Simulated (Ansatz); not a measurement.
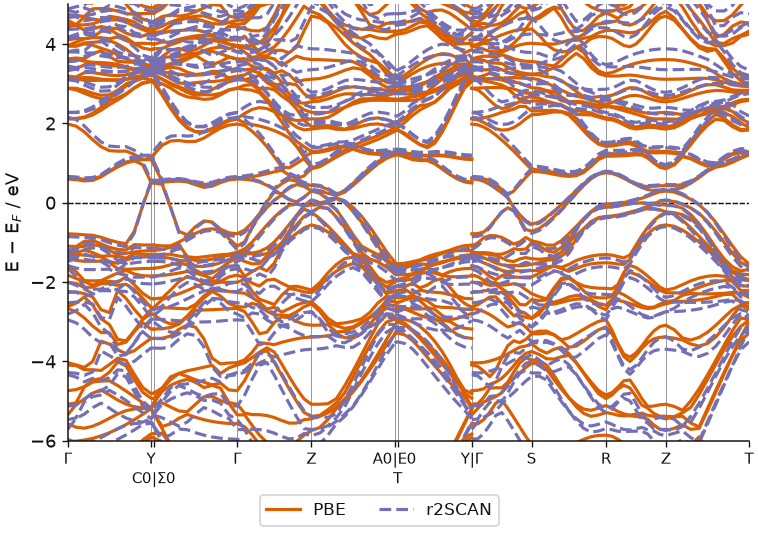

Band structures of TaTi₃Si₈, space group C222 (No. 21), 12 atoms in the cell, by two methods on the same cell. Each is counted from its own Fermi level.

### How do the methods compare?

Both give a metal. The 10 bands that come within 1 eV of the Fermi level differ by 0.09 eV on average and by 0.22 eV at most (between Γ and Y).

Settings. PBE: DFT PBE, scalar-relativistic, plane waves, PAW, no spin polarisation, 6×6×8 k mesh, 420 eV cutoff, Gaussian smearing of 0.1 eV (Ansatz 0.2.0). r2SCAN: DFT r2SCAN, scalar-relativistic, plane waves, PAW, no spin polarisation, 6×6×8 k mesh, 500 eV cutoff, Gaussian smearing of 0.1 eV (Ansatz 0.2.0).

The structure is an invented one, so it need not be a known or stable phase. Spin-orbit coupling is left out, which matters for Ta.
